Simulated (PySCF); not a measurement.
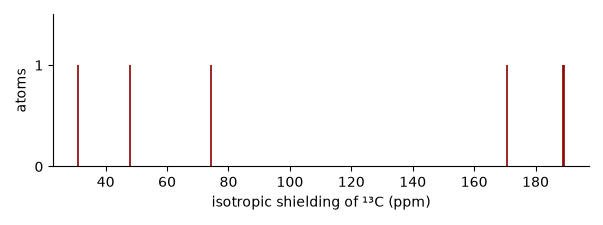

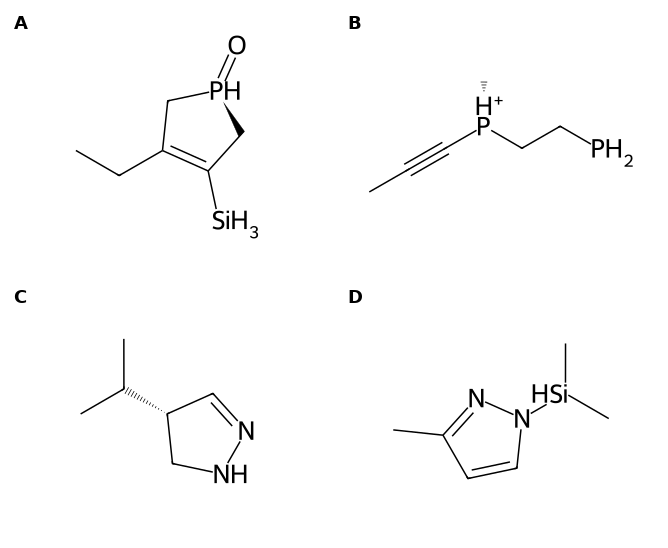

The sticks are computed shieldings of one of the molecules, for one fixed geometry (GFN2-xTB) without averaging over rotations. Low shielding means a high chemical shift. Method: GIAO PBE0/pcSseg-1 NMR shielding, non-relativistic, gas phase (PySCF 2.14.0).

Match the spectrum to a structure.

D, `Cc1ccn([SiH](C)C)n1`. Its 6 C atoms give lines at 30.8, 47.9, 74.3, 170.7, 188.9, 189.4 ppm.

The geometry is semi-empirical. Around P, Si such bond lengths and angles can be off by a tenth of an ångström or more and by several degrees, and values that hang on the shape move with them.
